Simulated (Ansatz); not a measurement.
# C$_{2}$H$_{7}$Al: nudged elastic band (part 1 of 2)

The run: nudged elastic band of C$_{2}$H$_{7}$Al. Method and program: RKS PBE0-D4/6-31G* (Ansatz 0.2.0).

It belongs to a series of runs on one base structure; here: band between the two ends. Figures and captions count atoms from 1; the log counts them from 0 in places.

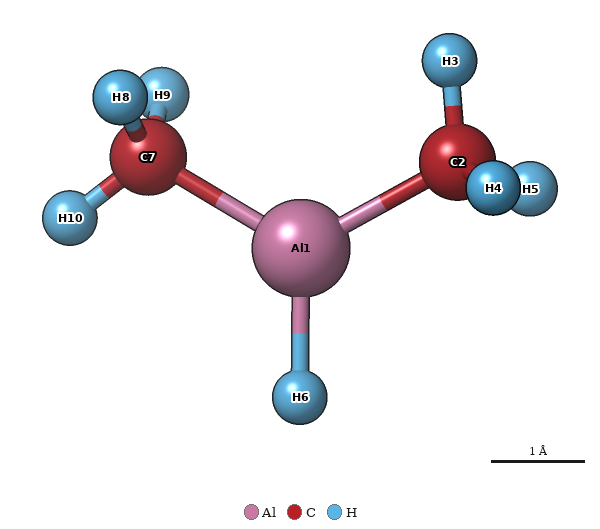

*The starting structure (ball-and-stick view, seen at a tilt; atoms are numbered from 1 in the order of the input). Sticks mark near contacts.*

Bond lengths as drawn: Al–C 1.96 Å, Al–H 1.60 Å and C–H 1.10 Å.

## The input
```yaml
crystal:
  periodic: [false, false, false]
  atoms:
    - { symbol: Al, position_ang: [0.489467, 0.062417, -0.147838] }
    - { symbol: C, position_ang: [0.927403, -0.020246, 1.764431] }
    - { symbol: H, position_ang: [0.049226, -0.131525, 2.409738] }
    - { symbol: H, position_ang: [1.603991, -0.859119, 1.977378] }
    - { symbol: H, position_ang: [1.460933, 0.884841, 2.085786] }
    - { symbol: H, position_ang: [1.693174, 0.188604, -1.200638] }
    - { symbol: C, position_ang: [-1.367337, -0.015646, -0.784538] }
    - { symbol: H, position_ang: [-1.84029, -0.966093, -0.501959] }
    - { symbol: H, position_ang: [-1.980972, 0.773436, -0.329744] }
    - { symbol: H, position_ang: [-1.451496, 0.083329, -1.872316] }
basis:
  gaussian: { orbitals: "6-31G*" }
hamiltonian:
  xc: pbe0
  dispersion: d4
neb:
  order_check: false
  images: 9
  f_tol: 0.03
  max_iterations: 60
  final_atoms:
    - { symbol: Al, position_ang: [0.13822228, 1.01704034, -1.54606269] }
    - { symbol: C, position_ang: [1.32154121, -0.18624001, 1.63947318] }
    - { symbol: H, position_ang: [0.27402242, -0.4456385, 1.4640627] }
    - { symbol: H, position_ang: [1.6462844, -0.62074802, 2.58899154] }
    - { symbol: H, position_ang: [1.43154558, 0.90074667, 1.68426249] }
    - { symbol: H, position_ang: [1.94368503, -0.58242917, 0.83159087] }
    - { symbol: C, position_ang: [-1.5327957, 0.11785713, -0.9114198] }
    - { symbol: H, position_ang: [-1.37631855, -0.95102724, -0.69936063] }
    - { symbol: H, position_ang: [-1.92618492, 0.57236756, 0.010993] }
    - { symbol: H, position_ang: [-2.33590275, 0.17806923, -1.66223066] }
  initial_path:
    images:
      - { positions_ang: [[0.489467, 0.062417, -0.147838], [0.927403, -0.020246, 1.764431], [0.049226, -0.131525, 2.409738], [1.603991, -0.859119, 1.977378], [1.460933, 0.884841, 2.085786], [1.693174, 0.188604, -1.200638], [-1.367337, -0.015646, -0.784538], [-1.84029, -0.966093, -0.501959], [-1.980972, 0.773436, -0.329744], [-1.451496, 0.083329, -1.872316]] }
      - { positions_ang: [[0.39140404, 0.05078599, -0.11828558], [1.02351471, -0.01840408, 1.74161569], [0.12144676, -0.17083657, 2.33169555], [1.71896506, -0.83209027, 1.98396629], [1.49625905, 0.90896816, 2.07515536], [1.70483057, 0.1525119, -0.92768696], [-1.43572708, -0.0104303, -0.82379419], [-1.92539057, -0.95780765, -0.55387717], [-2.04791148, 0.7956124, -0.39645344], [-1.46329206, 0.08168842, -1.91203554]] }
      - { positions_ang: [[0.29334109, 0.03915498, -0.08873316], [1.11962642, -0.01656216, 1.71880038], [0.19366751, -0.21014814, 2.2536531], [1.83393913, -0.80506154, 1.99055457], [1.53158511, 0.93309532, 2.06452472], [1.71648713, 0.11641979, -0.65473593], [-1.50411716, -0.0052146, -0.86305039], [-2.01049114, -0.9495223, -0.60579533], [-2.11485096, 0.8177888, -0.46316288], [-1.47508813, 0.08004784, -1.95175508]] }
      - { positions_ang: [[0.19527813, 0.02752398, -0.05918074], [1.21573813, -0.01472024, 1.69598507], [0.26588827, -0.24945971, 2.17561065], [1.94891319, -0.77803282, 1.99714286], [1.56691116, 0.95722247, 2.05389408], [1.7281437, 0.08032769, -0.38178489], [-1.57250724, 1.1e-06, -0.90230658], [-2.09559171, -0.94123695, -0.6577135], [-2.18179044, 0.8399652, -0.52987232], [-1.48688419, 0.07840727, -1.99147462]] }
      - { positions_ang: [[0.09721518, 0.01589297, -0.02962832], [1.31184984, -0.01287832, 1.67316975], [0.33810902, -0.28877128, 2.0975682], [2.06388726, -0.75100409, 2.00373114], [1.60223722, 0.98134963, 2.04326344], [1.73980026, 0.04423559, -0.10883386], [-1.64089732, 0.0052168, -0.94156278], [-2.18069228, -0.9329516, -0.70963167], [-2.24872992, 0.86214161, -0.59658176], [-1.49868026, 0.07676669, -2.03119416]] }
      - { positions_ang: [[-0.00084778, 0.00426196, -7.59e-05], [1.40796155, -0.01103639, 1.65035444], [0.41032978, -0.32808284, 2.01952575], [2.17886132, -0.72397536, 2.01031943], [1.63756327, 1.00547679, 2.0326328], [1.75145683, 0.00814349, 0.16411718], [-1.70928741, 0.0104325, -0.98081897], [-2.26579285, -0.92466625, -0.76154983], [-2.3156694, 0.88431801, -0.6632912], [-1.51047632, 0.07512611, -2.0709137]] }
      - { positions_ang: [[0.02696623, 0.20681764, -0.30927326], [1.39067748, -0.04607712, 1.64817819], [0.38306831, -0.35159397, 1.90843314], [2.07234594, -0.70332989, 2.12605385], [1.59635973, 0.98453077, 1.96295874], [1.78990247, -0.10997104, 0.29761191], [-1.67398907, 0.03191742, -0.96693914], [-2.08789799, -0.92993845, -0.74911199], [-2.2377725, 0.82192792, -0.52843436], [-1.67556161, 0.09571473, -1.98917709]] }
      - { positions_ang: [[0.05478024, 0.40937331, -0.61847062], [1.37339341, -0.08111784, 1.64600194], [0.35580684, -0.3751051, 1.79734053], [1.96583055, -0.68268443, 2.24178827], [1.5551562, 0.96358474, 1.89328468], [1.82834811, -0.22808557, 0.43110665], [-1.63869072, 0.05340235, -0.9530593], [-1.91000313, -0.93521065, -0.73667415], [-2.1598756, 0.75953783, -0.39357752], [-1.84064689, 0.11630336, -1.90744048]] }
      - { positions_ang: [[0.08259425, 0.61192899, -0.92766797], [1.35610935, -0.11615856, 1.64382568], [0.32854536, -0.39861624, 1.68624792], [1.85931517, -0.66203896, 2.3575227], [1.51395266, 0.94263872, 1.82361061], [1.86679375, -0.3462001, 0.56460139], [-1.60339238, 0.07488728, -0.93917947], [-1.73210827, -0.94048284, -0.72423631], [-2.08197871, 0.69714774, -0.25872068], [-2.00573218, 0.13689198, -1.82570388]] }
      - { positions_ang: [[0.11040827, 0.81448466, -1.23686533], [1.33882528, -0.15119929, 1.64164943], [0.30128389, -0.42212737, 1.57515531], [1.75279978, -0.64139349, 2.47325712], [1.47274912, 0.9216927, 1.75393655], [1.90523939, -0.46431464, 0.69809613], [-1.56809404, 0.0963722, -0.92529963], [-1.55421341, -0.94575504, -0.71179847], [-2.00408181, 0.63475765, -0.12386384], [-2.17081747, 0.15748061, -1.74396727]] }
      - { positions_ang: [[0.13822228, 1.01704034, -1.54606269], [1.32154121, -0.18624001, 1.63947318], [0.27402242, -0.4456385, 1.4640627], [1.6462844, -0.62074802, 2.58899154], [1.43154558, 0.90074667, 1.68426249], [1.94368503, -0.58242917, 0.83159087], [-1.5327957, 0.11785713, -0.9114198], [-1.37631855, -0.95102724, -0.69936063], [-1.92618492, 0.57236756, 0.010993], [-2.33590275, 0.17806923, -1.66223066]] }
```

Hardware: 1 thread of Arm Neoverse V2, 24 GiB of memory available, shared host.

Run as:
```bash
ansatz run input.yaml --threads 1 --pin off --max-ram 2048MiB --backend cpu --events-out ev --progress --plain --runs-dir out
```

## What the program printed
```
Engine: ansatz 0.2.0, aarch64-unknown-linux-gnu
Functional definition: PBE0
  parameter a = 0.25
  parameter kappa = 0.804
  parameter beta = 0.06672455060314922
  exchange = (1 - a)*pbe_x(kappa = kappa, mu = beta*pi^2/3) + a*exact_x
  correlation = pbe_c(beta = beta)
736 factors; integrals over basis functions are off by at most 4.9e-4 eV
mean field evaluation 1: about -8771.2986 eV, gradient 5.6e1 eV
mean field evaluation 2: about -8769.2301 eV, gradient 6.0e1 eV
mean field evaluation 4: about -8778.7389 eV, gradient 5.0e-1 eV
mean field evaluation 8: about -8778.7399 eV, gradient 1.5e-2 eV
mean field -8778.73985915 eV, -322.6127393802 hartree, gradient 3.1e-5 eV, S^2 0.000000; 0 other end points of the search recorded, 0 dependent functions left out
the calculation of the forces begins
reference -8778.73988681 eV, -322.6127403965 hartree; 16, 16 occupied and 47, 47 virtual orbitals, 736 factors
736 factors; integrals over basis functions are off by at most 4.3e-4 eV
mean field evaluation 16: about -8777.7620 eV, gradient 4.8e0 eV
mean field -8777.82558678 eV, -322.5791404902 hartree, gradient 1.1e-5 eV, S^2 0.000000; 0 other end points of the search recorded, 0 dependent functions left out
[... from here on the field's lines of each further geometry are left out, up to the last ...]
NEB iter   1: max|band force component| = 5.838e0 eV/Å  barrier→ = 5.3148 eV  barrier← = 4.4166 eV  Δτ_max = 0.2000 Å  (291 SCF iters)
NEB iter   2: max|band force component| = 2.763e0 eV/Å  barrier→ = 4.2221 eV  barrier← = 3.3239 eV  Δτ_max = 0.1993 Å  (236 SCF iters)
NEB iter   3: max|band force component| = 2.850e0 eV/Å  barrier→ = 3.9053 eV  barrier← = 3.0071 eV  Δτ_max = 0.0998 Å  (231 SCF iters)
NEB iter   4: max|band force component| = 2.515e0 eV/Å  barrier→ = 3.7477 eV  barrier← = 2.8495 eV  Δτ_max = 0.1932 Å  (219 SCF iters)
NEB iter   5: max|band force component| = 2.281e0 eV/Å  barrier→ = 3.5052 eV  barrier← = 2.6070 eV  Δτ_max = 0.1997 Å  (217 SCF iters)
NEB iter   6: max|band force component| = 1.657e0 eV/Å  barrier→ = 3.3423 eV  barrier← = 2.4441 eV  Δτ_max = 0.2000 Å  (215 SCF iters)
NEB iter   7: max|band force component| = 1.222e0 eV/Å  barrier→ = 2.9773 eV  barrier← = 2.0791 eV  Δτ_max = 0.2000 Å  (218 SCF iters)
NEB iter   8: max|band force component| = 9.508e-1 eV/Å  barrier→ = 2.7923 eV  barrier← = 1.8941 eV  Δτ_max = 0.1999 Å  (225 SCF iters)
NEB iter   9: max|band force component| = 6.416e-1 eV/Å  barrier→ = 2.6986 eV  barrier← = 1.8004 eV  Δτ_max = 0.2000 Å  (222 SCF iters)
NEB iter  10: max|band force component| = 6.260e-1 eV/Å  barrier→ = 2.7963 eV  barrier← = 1.8981 eV  Δτ_max = 0.2000 Å  (225 SCF iters)
NEB iter  11: max|band force component| = 1.368e0 eV/Å  barrier→ = 3.0324 eV  barrier← = 2.1342 eV  CI = image 4  Δτ_max = 0.2000 Å  (219 SCF iters)
NEB iter  12: max|band force component| = 6.571e-1 eV/Å  barrier→ = 3.1922 eV  barrier← = 2.2940 eV  CI = image 4  Δτ_max = 0.2000 Å  (217 SCF iters)
NEB iter  13: max|band force component| = 4.834e-1 eV/Å  barrier→ = 3.1773 eV  barrier← = 2.2791 eV  CI = image 4  Δτ_max = 0.2000 Å  (218 SCF iters)
NEB iter  14: max|band force component| = 3.964e-1 eV/Å  barrier→ = 3.1509 eV  barrier← = 2.2527 eV  CI = image 4  Δτ_max = 0.1997 Å  (216 SCF iters)
NEB iter  15: max|band force component| = 3.611e-1 eV/Å  barrier→ = 3.1388 eV  barrier← = 2.2406 eV  CI = image 4  Δτ_max = 0.0934 Å  (210 SCF iters)
NEB iter  16: max|band force component| = 2.440e-1 eV/Å  barrier→ = 3.1368 eV  barrier← = 2.2386 eV  CI = image 4  Δτ_max = 0.0556 Å  (210 SCF iters)
NEB iter  17: max|band force component| = 5.405e-2 eV/Å  barrier→ = 3.1344 eV  barrier← = 2.2362 eV  CI = image 4  Δτ_max = 0.0412 Å  (205 SCF iters)
the calculation of the forces begins
reference -8777.82501810 eV, -322.5791195917 hartree; 16, 16 occupied and 47, 47 virtual orbitals, 736 factors
736 factors; integrals over basis functions are off by at most 4.6e-4 eV
mean field evaluation 1216: about -8775.6027 eV, gradient 5.1e-2 eV
mean field -8775.59645480 eV, -322.4972214010 hartree, gradient 1.7e-5 eV, S^2 0.000000; 1 other end points of the search recorded, 0 dependent functions left out
the calculation of the forces begins
reference -8775.59647780 eV, -322.4972222463 hartree; 16, 16 occupied and 47, 47 virtual orbitals, 736 factors
NEB iter  18: max|band force component| = 2.753e-2 eV/Å  barrier→ = 3.1340 eV  barrier← = 2.2358 eV  CI = image 4  Δτ_max = 0.0000 Å  (423 SCF iters)
```
